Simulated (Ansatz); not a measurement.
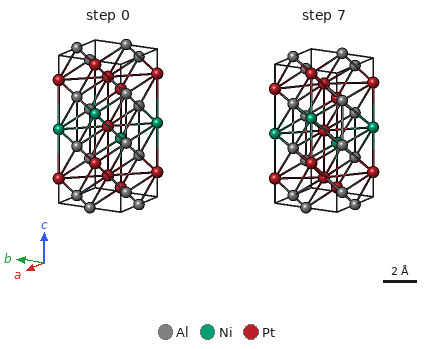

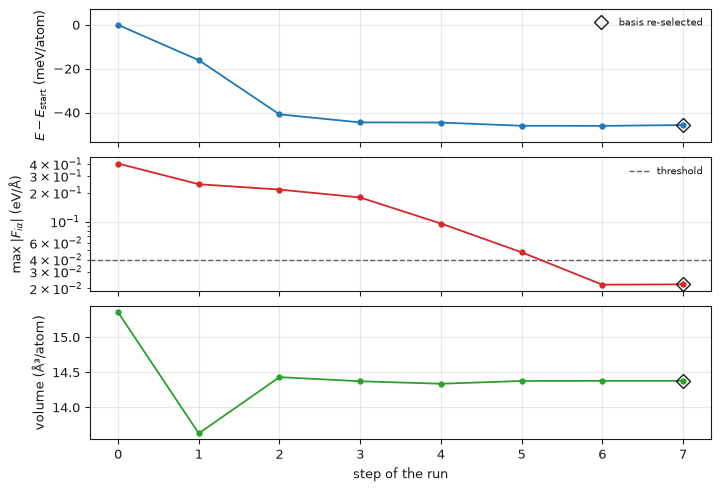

First and last geometry of a relaxation of crystalline Al6NiPt5 (a generated structure, set up in P4/mmm) (coarse preliminary run), with the history of the run. The picture is a ball-and-stick view of the cell of the calculation, seen from a free direction.

These are results of DFT PBE, scalar-relativistic, plane waves, PAW (Ansatz 0.2.0), not measurements. Set-up: plane-wave cutoff 420 eV; k-point mesh 4 × 4 × 2; occupations gaussian; smearing width 0.1 eV; collinear spin; cell and atoms relaxed; force threshold 0.04 eV/Å; at most 70 steps.

What do the curves and the structures tell?

It converged. The largest moves relative to the cell, 0.099 Å, are those of Pt atoms. Largest moves by element: Pt 0.099 Å, Al 0.060 Å. Ni stays in place. The drawn cell changes as follows: a = b 4.429 → 4.420 Å (−0.2 %), c 9.395 → 8.832 Å (−6.0 %); the volume changes by −6.4 %. Some distances before and after: Al–Al 3.132 → 2.824 Å, Ni–Pt 3.132 → 2.845 Å, Pt–Pt 3.132 → 2.860 Å, Pt–Pt 3.132 → 2.986 Å. The space group stays P4/mmm (No. 123). After 6 accepted moves (7 points after the start) the energy has fallen by 45.7 meV per atom. The largest force component goes from 0.41 to 0.022 eV/Å. The pressure goes from −9.91 to 0.00 GPa. The SCF was repeated once at an unchanged geometry on a basis and grid sized afresh for the cell, which shifted the energy by 0.4 meV per atom at most. The program noted that the starting moments weren't kept. The run took 66 s on 4 threads of Arm Neoverse V2, with other jobs on the host, peak memory 0.77 GiB.
